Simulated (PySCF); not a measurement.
# BF3O2S, SMILES `FB(F)F.O=S=O`: electronic structure

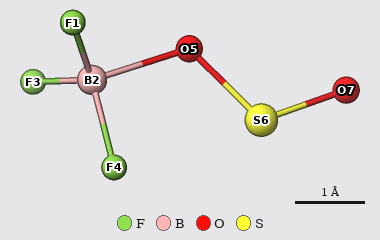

The molecule, with its atoms numbered as below. The pair's geometry is semi-empirical, so its contact may be too short or too long.

Coordinates in Å:

```
F1      -1.7928    0.4717    1.1057
B2      -1.1856    0.0372   -0.0012
F3      -1.7692    0.3323   -1.1661
F4      -0.8314   -1.3070    0.0833
O5       0.2705    0.7128   -0.0295
S6       1.3819   -0.2668    0.0071
O7       2.6492    0.3633   -0.0097
```

### 1. Bonding charge

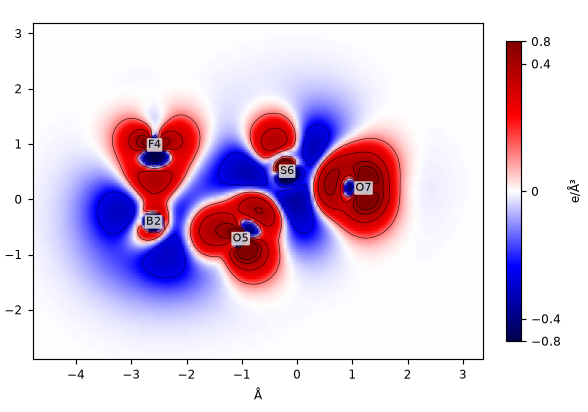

Deformation density (molecule less spherical, spin-averaged free atoms) in the plane of B2, F4, O5, S6 and O7; colour scale in e/Å³, logarithmic beyond ±0.1; red: gain, blue: loss.

PySCF calculation, PBE0/def2-SVPD, gas phase; geometry: GFN2-xTB.

> Describe the bonding that the map shows.

B2–F4: +0.17 e/Å³ at the bond critical point (bond length 1.39 Å). S6–O7: +0.12 e/Å³ at the bond critical point (bond length 1.42 Å); up to 0.6 Å beside the axis the gain reaches +0.50 e/Å³. O5–S6: +0.04 e/Å³ at the bond critical point (bond length 1.48 Å); up to 0.6 Å beside the axis the gain reaches +0.41 e/Å³. B2–O5: −0.05 e/Å³ at the bond critical point (bond length 1.60 Å); up to 0.6 Å beside the axis the gain reaches +0.34 e/Å³. In all, 1.7 electrons gather in the regions of gain relative to the promolecule. A small or negative value marks a very polar bond, one between electron-rich atoms, whose free-atom densities already overlap strongly, a long bond to a heavier atom, or a closed-shell contact such as a hydrogen bond.

> Where do the Hirshfeld charges lie?

The highest Hirshfeld charge is on S6 (+0.62 e), the lowest on F4 (−0.21 e).

### 2. Bond critical points

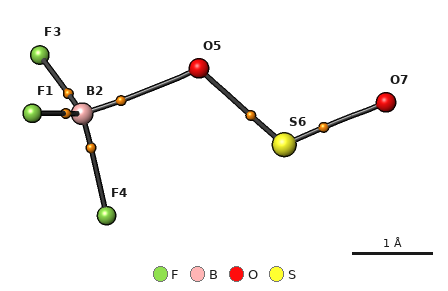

Molecular graph of the electron density (QTAIM): bond paths, bond critical points (orange), ring points (yellow, if any); weak paths are dashed.

> How many critical points of each kind are there, and does the count close?

7 nuclei, 6 bond, 0 ring and 0 cage critical points: 7 − 6 + 0 − 0 = 1, as the Poincaré–Hopf relation requires.

> Give the properties at the bond critical points.

```json
{"bond": "S6–O7", "length (Å)": "1.415", "ρ (a.u.)": "0.293", "∇²ρ (a.u.)": "+1.98", "ε": "0.12", "H (a.u.)": "−0.279"}
{"bond": "O5–S6", "length (Å)": "1.482", "ρ (a.u.)": "0.257", "∇²ρ (a.u.)": "+1.32", "ε": "0.17", "H (a.u.)": "−0.243"}
{"bond": "F1–B2", "length (Å)": "1.335", "ρ (a.u.)": "0.193", "∇²ρ (a.u.)": "+1.22", "ε": "0.03", "H (a.u.)": "−0.105"}
{"bond": "B2–F3", "length (Å)": "1.336", "ρ (a.u.)": "0.193", "∇²ρ (a.u.)": "+1.21", "ε": "0.03", "H (a.u.)": "−0.104"}
{"bond": "B2–F4", "length (Å)": "1.393", "ρ (a.u.)": "0.164", "∇²ρ (a.u.)": "+0.91", "ε": "0.05", "H (a.u.)": "−0.093"}
{"bond": "B2–O5", "length (Å)": "1.605", "ρ (a.u.)": "0.100", "∇²ρ (a.u.)": "+0.38", "ε": "0.04", "H (a.u.)": "−0.062"}
```

> What kind of interaction is O5–S6?

Polar or intermediate (positive Laplacian, negative energy density H): ρ = 0.257, ∇²ρ = +1.32, H = −0.243 a.u. Its ellipticity of 0.17 shows that the density isn't cylindrical about the bond.

### 3. Local ionisation energy

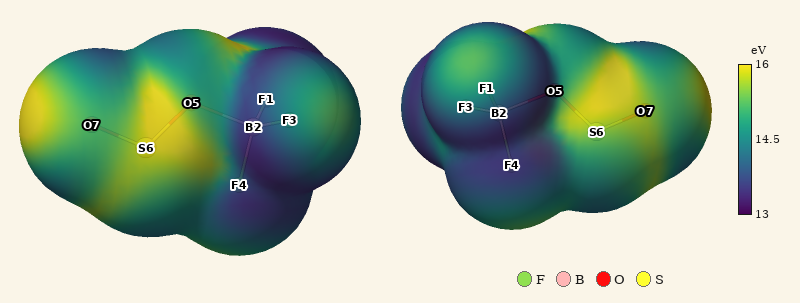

Average local ionisation energy on the surface of electron density 0.001 a.u. (back view left, front view right).

> Where are the most loosely bound electrons on this surface?

The lowest value is 13.2 eV, 1.7 Å from F3. Further minima include 13.3 eV, 1.7 Å from F1; 13.9 eV, 1.8 Å from O7. For comparison, the highest occupied orbital lies at −11.0 eV.

### 4. Excited states

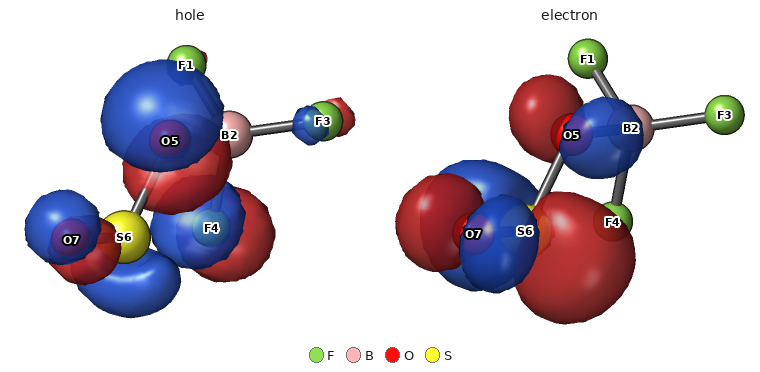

Leading natural transition orbital pair of S₃ (TDA singlet states); the surfaces enclose about 78 % of each orbital's density.

PySCF calculation, PBE0/def2-SVP, gas phase; geometry: GFN2-xTB. Without diffuse functions Rydberg states are missing, so the states' numbers hold for this basis only.

> Give its energy and the atoms that hole and electron lie on.

4.62 eV (269 nm), f = 0.004; the leading pair carries 100 %; hole on O5 (45 %), F4 (25 %) and S6 (14 %), electron on S6 (53 %), O7 (26 %) and O5 (19 %); their centroids lie 1.2 Å apart. In canonical orbitals it is mainly HOMO−4 → LUMO (97 %). The HOMO–LUMO gap is 5.29 eV.
